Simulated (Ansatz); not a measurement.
**Ti₃Al: a line through a two-coordinate scan**

Aim: follow the energy of Ti3Al (P-6m2, No. 187; 4 atoms in the cell) along one coordinate, c/a of the conventional cell at fixed volume, with the other held at shift of Ti2 along [0 0 1] = −0.05 Å.

Program: Ansatz 0.2.0. Level of theory: DFT PBEsol, scalar-relativistic, plane waves, PAW. These are calculated values, not measurements.

17 further runs of the same task are left out: 17 set aside as unsound or not needed. Runs told in other sessions of the task aren't counted.

**1. The system as given**

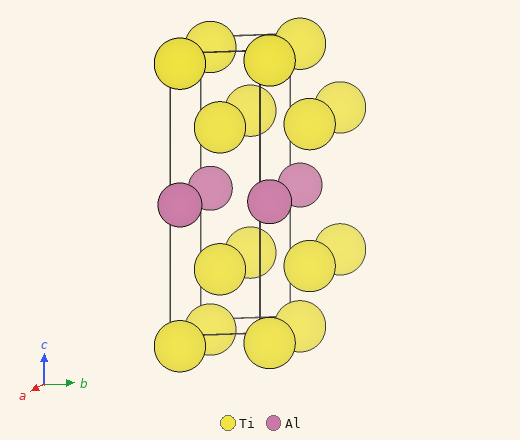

The starting structure, seen slightly off an axis (titanium yellow, aluminium pink). 2×2×1 cells are drawn. Atoms on the faces are drawn again on the opposite ones.

Coordinates:

```cif
data_structure
_symmetry_space_group_name_H-M 'P 1'
_symmetry_Int_Tables_number 1
_cell_length_a 2.8955
_cell_length_b 2.8955
_cell_length_c 9.1383
_cell_angle_alpha 90.000
_cell_angle_beta 90.000
_cell_angle_gamma 120.000
_cell_volume 66.35
loop_
_atom_site_label
_atom_site_type_symbol
_atom_site_fract_x
_atom_site_fract_y
_atom_site_fract_z
_atom_site_occupancy
Ti1 Ti 0.66667 0.33333 0.00000 1
Ti2 Ti 0.33333 0.66667 0.75117 1
Ti3 Ti 0.33333 0.66667 0.24883 1
Al1 Al 0.66667 0.33333 0.50000 1
```

It goes back to an entry of the Materials Project, which need not be the stable form.

This cell was relaxed beforehand with the same method: volume 16.59 Å³/atom, gap on the mesh none (metal).

**2. The scan**

Atoms count from 1 in the order of the input.

The energy is mapped over a free internal coordinate and the cell.

- shift of Ti2 along [0 0 1], its symmetry partners moved as symmetry demands (measured in the relaxed cell): 7 values from −0.15 to 0.15 Å
- c/a of the conventional cell at fixed volume: 7 values from 2.904 to 3.409

Nothing else is relaxed (all other coordinates fixed). Energies count from the relaxed crystal. Points are written as (first, second).

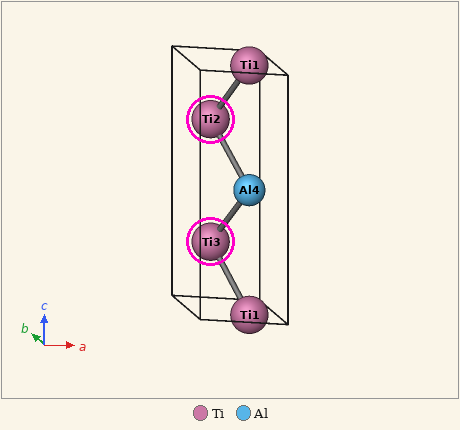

The geometry at (−0.05 Å, 2.904). Rings mark the moved atoms.

**3. Point (−0.05 Å, 2.904)**

input.yaml reads:

```yaml
crystal:
  lattice:
    - [2.9770768115, 0.0, 0.0]
    - [-1.4885384057, 2.5782241478, 0.0]
    - [0.0, 0.0, 8.6442402299]
  atoms:
    - { symbol: Ti, position: [0.6666666667, 0.3333333333, 0.0] }
    - { symbol: Ti, position: [0.3333333333, 0.6666666667, 0.745701751] }
    - { symbol: Ti, position: [0.3333333333, 0.6666666667, 0.254298249] }
    - { symbol: Al, position: [0.6666666667, 0.3333333333, 0.5] }
basis:
  ecutwfc: 520.0
kpoints:
  mp_grid: { grid: [15, 15, 6] }
hamiltonian:
  xc: pbesol
  pseudopotentials: { kind: paw, azcp: { folder: soft_1 } }
scf:
  occupations: { method: gaussian, width: 0.15 }
output:
  forces: true
  stress: true
  eigenvalues: true
```

Launch:

```console
$ ansatz run input.yaml --threads 2 --pin off --max-ram 4096MiB --backend cpu --events-out ev --progress --plain --runs-dir out
```

The program printed, shortened:

```text
Warning: <dir> the record states the generating functional pbe (its physics header spells it `PBE`), which answers neither for hamiltonian.xc's functional nor for the pbesol family's — results may be inconsistent (PPs are generated against a specific XC)
[...]
Warning: RAYON_NUM_THREADS=2 ignored (pool sized by the plan → 2); use --threads N
[...]
Pseudopotentials: kind: paw
Pseudopotential: Ti, paw, valence charge 12, recommended cutoff 420 eV (normal), <dir>
Pseudopotential: Al, paw, valence charge 3, recommended cutoff 420 eV (normal), <dir>
Functional definition: PBEsol
[...]
Crystal: 4 atoms, lattice volume = 66.349 Å³
Basis set: ecut = 520 eV, 1797 PW (Γ), exchange–correlation on 48×48×144 points (8 copies of the dense FFT grid, shifted against one another)
Bands: 24, of which v1, the nominal top of the filled ones, is band 20 counted from 1 (19 counted from 0)
Symmetry: 12 space group operations
Space group: P-6m2 (ITA 187), of the structure as read, at distance tolerance 4.0e-5 Å
k-points: 108 of 1350 (time reversal used)
[...]
SCF iter   1: F=—  HF=-7947.479553 eV  |F-HF|=—  |Δ(HF+E_count)|=         —  Δρ=5.59e-2  dr2=3.17e0  ethr=3.10e-3  ⟨swp⟩=4.9  Hψ=9543  notcnv=0
[...]
SCF iter   8: F=-7946.596805 eV  HF=-7946.596805 eV  |F-HF|=1.28e-8  |Δ(HF+E_count)|=   4.14e-8  Δρ=3.51e-6  dr2=1.47e-8  ethr=2.56e-10  ⟨swp⟩=5.1  Hψ=10228  notcnv=0
[...]
SCF converged after 8 iterations
Free energy (F): -7946.596805 eV
[...]
E sigma→0 (E₀):  -7946.576559 eV
Entropy (-TS):   -0.040491 eV (-10.123 meV/atom)
Fermi energy:    12.020784 eV
[...]
--- Forces (eV/Å), atoms counted from 1 ---
  atom   1  Ti    -0.00000000     0.00000000    -0.00000000
  atom   2  Ti     0.00000000    -0.00000000     0.57686498
  atom   3  Ti     0.00000000    -0.00000000    -0.57686498
  atom   4  Al    -0.00000000     0.00000000    -0.00000000
[...]
--- Stress (GPa, compression-positive) ---
       -3.473865      -0.000000      -0.000000
       -0.000000      -3.473865       0.000000
       -0.000000       0.000000      10.031876
  P = ⅓ Tr σ = 1.0280 GPa (10.280 kbar)
--- Band table (eV; the first three rows and the last of 108) ---
  k-point 0: bands = ["-44.3909", "-44.2877", "-44.2391", "-21.0711", "-20.7439", "-20.4942", "-20.4942", "-20.4362", "-20.4011", "-20.4011", "-20.3677", "-20.3677", "3.6803", "7.1663", "7.3821", "9.6704", "12.0390", "12.7175", "12.7175", "12.8106", "12.8106", "12.9880", "13.1276", "13.2477"]
[...]
```

It took 17 s on 2 threads of Arm Neoverse N1, shared host; peak memory 0.45 GiB.

On the map this point reads 48 meV/atom.

**4. Grid point (−0.05 Å, 2.988)**

input.yaml: that of step 3 with these lines changed.

```diff
@@ -2,5 +2,5 @@
   lattice:
-    - [2.9770768115, 0.0, 0.0]
-    - [-1.4885384057, 2.5782241478, 0.0]
-    - [0.0, 0.0, 8.6442402299]
+    - [2.9488768782, 0.0, 0.0]
+    - [-1.4744384391, 2.5538022892, 0.0]
+    - [0.0, 0.0, 8.8103594491]
   atoms:
```

Launch:

```console
$ ansatz run input.yaml --threads 2 --pin off --max-ram 4096MiB --backend cpu --events-out ev --progress --plain --runs-dir out
```

The program printed, shortened:

```text
Warning: <dir> the record states the generating functional pbe (its physics header spells it `PBE`), which answers neither for hamiltonian.xc's functional nor for the pbesol family's — results may be inconsistent (PPs are generated against a specific XC)
[...]
Warning: RAYON_NUM_THREADS=2 ignored (pool sized by the plan → 2); use --threads N
[...]
[... 4 set-up lines as earlier in the session ...]
[...]
Crystal: 4 atoms, lattice volume = 66.349 Å³
Basis set: ecut = 520 eV, 1821 PW (Γ), exchange–correlation on 48×48×144 points (8 copies of the dense FFT grid, shifted against one another)
Bands: 24, of which v1, the nominal top of the filled ones, is band 20 counted from 1 (19 counted from 0)
[... 2 set-up lines as earlier in the session ...]
k-points: 108 of 1350 (time reversal used)
[...]
SCF iter   1: F=—  HF=-7947.587088 eV  |F-HF|=—  |Δ(HF+E_count)|=         —  Δρ=5.60e-2  dr2=3.34e0  ethr=3.10e-3  ⟨swp⟩=4.9  Hψ=9523  notcnv=0
[...]
SCF iter   8: F=-7946.688409 eV  HF=-7946.688409 eV  |F-HF|=1.35e-8  |Δ(HF+E_count)|=   4.81e-8  Δρ=3.30e-6  dr2=1.54e-8  ethr=2.56e-10  ⟨swp⟩=5.3  Hψ=10374  notcnv=0
[...]
SCF converged after 8 iterations
Free energy (F): -7946.688409 eV
[...]
E sigma→0 (E₀):  -7946.668339 eV
Entropy (-TS):   -0.040141 eV (-10.035 meV/atom)
Fermi energy:    12.027320 eV
[...]
--- Forces (eV/Å), atoms counted from 1 ---
  atom   1  Ti     0.00000000    -0.00000000     0.00000000
  atom   2  Ti    -0.00000000     0.00000000     0.55135951
  atom   3  Ti    -0.00000000     0.00000000    -0.55135951
  atom   4  Al     0.00000000     0.00000000     0.00000000
[...]
--- Stress (GPa, compression-positive) ---
       -2.561632       0.000000       0.000000
        0.000000      -2.561632       0.000000
        0.000000       0.000000       6.991192
  P = ⅓ Tr σ = 0.6226 GPa (6.226 kbar)
--- Band table (eV; the first three rows and the last of 108) ---
[... band rows left out ...]
[...]
```

Wall time 18 s (2 threads of Arm Neoverse N1, shared host); peak memory 0.44 GiB.

That is 25 meV/atom from the zero.

**5. The run at (−0.05 Å, 3.072)**

input.yaml: that of step 4 with these lines changed.

```diff
@@ -2,5 +2,5 @@
   lattice:
-    - [2.9488768782, 0.0, 0.0]
-    - [-1.4744384391, 2.5538022892, 0.0]
-    - [0.0, 0.0, 8.8103594491]
+    - [2.9216842402, 0.0, 0.0]
+    - [-1.4608421201, 2.5302527739, 0.0]
+    - [0.0, 0.0, 8.9751218176]
   atoms:
```

Launch:

```console
$ ansatz run input.yaml --threads 2 --pin off --max-ram 4096MiB --backend cpu --events-out ev --progress --plain --runs-dir out
```

The program printed, shortened:

```text
Warning: <dir> the record states the generating functional pbe (its physics header spells it `PBE`), which answers neither for hamiltonian.xc's functional nor for the pbesol family's — results may be inconsistent (PPs are generated against a specific XC)
[...]
Warning: RAYON_NUM_THREADS=2 ignored (pool sized by the plan → 2); use --threads N
[...]
[... 4 set-up lines as earlier in the session ...]
[...]
Crystal: 4 atoms, lattice volume = 66.349 Å³
Basis set: ecut = 520 eV, 1809 PW (Γ), exchange–correlation on 48×48×144 points (8 copies of the dense FFT grid, shifted against one another)
Bands: 24, of which v1, the nominal top of the filled ones, is band 20 counted from 1 (19 counted from 0)
[... 2 set-up lines as earlier in the session ...]
k-points: 108 of 1350 (time reversal used)
[...]
SCF iter   1: F=—  HF=-7947.654427 eV  |F-HF|=—  |Δ(HF+E_count)|=         —  Δρ=5.58e-2  dr2=3.52e0  ethr=3.10e-3  ⟨swp⟩=4.8  Hψ=9472  notcnv=0
[...]
SCF iter   8: F=-7946.744888 eV  HF=-7946.744888 eV  |F-HF|=1.08e-8  |Δ(HF+E_count)|=   4.65e-8  Δρ=3.13e-6  dr2=1.27e-8  ethr=2.56e-10  ⟨swp⟩=5.4  Hψ=10491  notcnv=0
[...]
SCF converged after 8 iterations
Free energy (F): -7946.744888 eV
[...]
E sigma→0 (E₀):  -7946.723754 eV
Entropy (-TS):   -0.042267 eV (-10.567 meV/atom)
Fermi energy:    12.039664 eV
[...]
--- Forces (eV/Å), atoms counted from 1 ---
  atom   1  Ti     0.00000000     0.00000000     0.00000000
  atom   2  Ti    -0.00000000    -0.00000000     0.49070051
  atom   3  Ti    -0.00000000    -0.00000000    -0.49070051
  atom   4  Al    -0.00000000     0.00000000     0.00000000
[...]
--- Stress (GPa, compression-positive) ---
       -1.455464       0.000000       0.000000
        0.000000      -1.455464       0.000000
        0.000000       0.000000       3.694617
  P = ⅓ Tr σ = 0.2612 GPa (2.612 kbar)
--- Band table (eV; the first three rows and the last of 108) ---
[... band rows left out ...]
[...]
```

Wall time 18 s (2 threads of Arm Neoverse N1, shared host); peak memory 0.44 GiB.

That is 11 meV/atom from the zero.

**6. Point (−0.05 Å, 3.324)**

input.yaml: that of step 5 with these lines changed.

```diff
@@ -2,5 +2,5 @@
   lattice:
-    - [2.9216842402, 0.0, 0.0]
-    - [-1.4608421201, 2.5302527739, 0.0]
-    - [0.0, 0.0, 8.9751218176]
+    - [2.8457574275, 0.0, 0.0]
+    - [-1.4228787137, 2.4644982252, 0.0]
+    - [0.0, 0.0, 9.460435992]
   atoms:
```

Launch:

```console
$ ansatz run input.yaml --threads 2 --pin off --max-ram 4096MiB --backend cpu --events-out ev --progress --plain --runs-dir out
```

The program printed, shortened:

```text
Warning: <dir> the record states the generating functional pbe (its physics header spells it `PBE`), which answers neither for hamiltonian.xc's functional nor for the pbesol family's — results may be inconsistent (PPs are generated against a specific XC)
[...]
Warning: RAYON_NUM_THREADS=2 ignored (pool sized by the plan → 2); use --threads N
[...]
[... 4 set-up lines as earlier in the session ...]
[...]
Crystal: 4 atoms, lattice volume = 66.349 Å³
Basis set: ecut = 520 eV, 1763 PW (Γ), exchange–correlation on 48×48×144 points (8 copies of the dense FFT grid, shifted against one another)
Bands: 24, of which v1, the nominal top of the filled ones, is band 20 counted from 1 (19 counted from 0)
[... 2 set-up lines as earlier in the session ...]
k-points: 108 of 1350 (time reversal used)
[...]
SCF iter   1: F=—  HF=-7947.649201 eV  |F-HF|=—  |Δ(HF+E_count)|=         —  Δρ=5.39e-2  dr2=4.20e0  ethr=3.10e-3  ⟨swp⟩=4.7  Hψ=9442  notcnv=0
[...]
SCF iter   9: F=-7946.727445 eV  HF=-7946.727445 eV  |F-HF|=1.35e-8  |Δ(HF+E_count)|=   3.61e-7  Δρ=4.74e-6  dr2=1.77e-8  ethr=2.56e-10  ⟨swp⟩=3.3  Hψ=9374  notcnv=0
[...]
SCF converged after 9 iterations
Free energy (F): -7946.727445 eV
[...]
E sigma→0 (E₀):  -7946.702095 eV
Entropy (-TS):   -0.050700 eV (-12.675 meV/atom)
Fermi energy:    12.082251 eV
[...]
--- Forces (eV/Å), atoms counted from 1 ---
  atom   1  Ti     0.00000000     0.00000000     0.00000000
  atom   2  Ti    -0.00000000     0.00000000     0.20339892
  atom   3  Ti    -0.00000000     0.00000000    -0.20339892
  atom   4  Al    -0.00000000     0.00000000     0.00000000
[...]
--- Stress (GPa, compression-positive) ---
        1.684725       0.000000       0.000000
        0.000000       1.684725       0.000000
        0.000000       0.000000      -4.579305
  P = ⅓ Tr σ = -0.4033 GPa (-4.033 kbar)
--- Band table (eV; the first three rows and the last of 108) ---
[... band rows left out ...]
[...]
```

Run time: 20 s. Hardware: 2 threads of Arm Neoverse N1, shared host; peak memory 0.45 GiB.

That is 15 meV/atom from the zero.

**7. Point (−0.05 Å, 3.409)**

input.yaml: that of step 6 with these lines changed.

```diff
@@ -2,5 +2,5 @@
   lattice:
-    - [2.8457574275, 0.0, 0.0]
-    - [-1.4228787137, 2.4644982252, 0.0]
-    - [0.0, 0.0, 9.460435992]
+    - [2.822129614, 0.0, 0.0]
+    - [-1.411064807, 2.4440359385, 0.0]
+    - [0.0, 0.0, 9.6195110023]
   atoms:
```

Launch:

```console
$ ansatz run input.yaml --threads 2 --pin off --max-ram 4096MiB --backend cpu --events-out ev --progress --plain --runs-dir out
```

The program printed, shortened:

```text
Warning: <dir> the record states the generating functional pbe (its physics header spells it `PBE`), which answers neither for hamiltonian.xc's functional nor for the pbesol family's — results may be inconsistent (PPs are generated against a specific XC)
[...]
Warning: RAYON_NUM_THREADS=2 ignored (pool sized by the plan → 2); use --threads N
[...]
[... 4 set-up lines as earlier in the session ...]
[...]
Crystal: 4 atoms, lattice volume = 66.349 Å³
Basis set: ecut = 520 eV, 1775 PW (Γ), exchange–correlation on 48×48×144 points (8 copies of the dense FFT grid, shifted against one another)
Bands: 24, of which v1, the nominal top of the filled ones, is band 20 counted from 1 (19 counted from 0)
[... 2 set-up lines as earlier in the session ...]
k-points: 108 of 1350 (time reversal used)
[...]
SCF iter   1: F=—  HF=-7947.590722 eV  |F-HF|=—  |Δ(HF+E_count)|=         —  Δρ=5.29e-2  dr2=4.43e0  ethr=3.10e-3  ⟨swp⟩=4.5  Hψ=9419  notcnv=0
[...]
SCF iter  10: F=-7946.673356 eV  HF=-7946.673356 eV  |F-HF|=1.93e-8  |Δ(HF+E_count)|=   7.92e-9  Δρ=2.63e-6  dr2=2.07e-8  ethr=2.56e-10  ⟨swp⟩=4.0  Hψ=8250  notcnv=0
[...]
SCF converged after 10 iterations
Free energy (F): -7946.673356 eV
[...]
E sigma→0 (E₀):  -7946.647202 eV
Entropy (-TS):   -0.052307 eV (-13.077 meV/atom)
Fermi energy:    12.101509 eV
[...]
--- Forces (eV/Å), atoms counted from 1 ---
  atom   1  Ti     0.00000000     0.00000000     0.00000000
  atom   2  Ti    -0.00000000    -0.00000000     0.09819533
  atom   3  Ti    -0.00000000    -0.00000000    -0.09819533
  atom   4  Al    -0.00000000    -0.00000000     0.00000000
[...]
--- Stress (GPa, compression-positive) ---
        2.630466       0.000000       0.000000
        0.000000       2.630466      -0.000000
        0.000000      -0.000000      -6.771468
  P = ⅓ Tr σ = -0.5035 GPa (-5.035 kbar)
--- Band table (eV; the first three rows and the last of 108) ---
[... band rows left out ...]
[...]
```

Wall time 20 s (2 threads of Arm Neoverse N1, shared host); peak memory 0.45 GiB.

Energy on the map's scale: 29 meV/atom.

**8. The line in numbers**

```
c/a of the conventional cell at fixed volume  step  energy (meV/atom)  slope (meV/atom per unit)  pressure (GPa)  largest force on an atom (eV/Å)
                                       2.904     3                 48                       −321            1.03                             0.58
                                       2.988     4                 25                       −221            0.62                             0.55
                                       3.072     5                 11                       −116            0.26                             0.49
                                       3.156     –                  5                        −20           −0.03                             0.41
                                       3.240     –                  7                         62           −0.25                             0.32
                                       3.324     6                 15                        130           −0.40                             0.20
                                       3.409     7                 29                        190           −0.50                             0.10
```

Energies count from the relaxed crystal. Rows without a step come from runs not printed here or follow by symmetry. Slopes come from the forces (and the stress, where the cell changes), not from differences of energies.

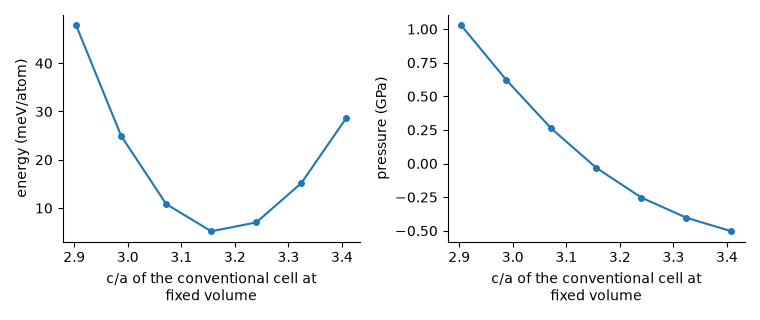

Energy and pressure along the line.

What this shows: The lowest point computed on the line is at 3.156, 5 meV/atom from the zero. Energies and slopes round the minimum, fitted together, put the minimum at 3.1754, with a curvature of about 1000 meV/atom per (unit)². The highest point computed, at 2.904, lies 43 meV/atom above the lowest. This is one cut through a surface in two coordinates; the map's lowest point lies off it.
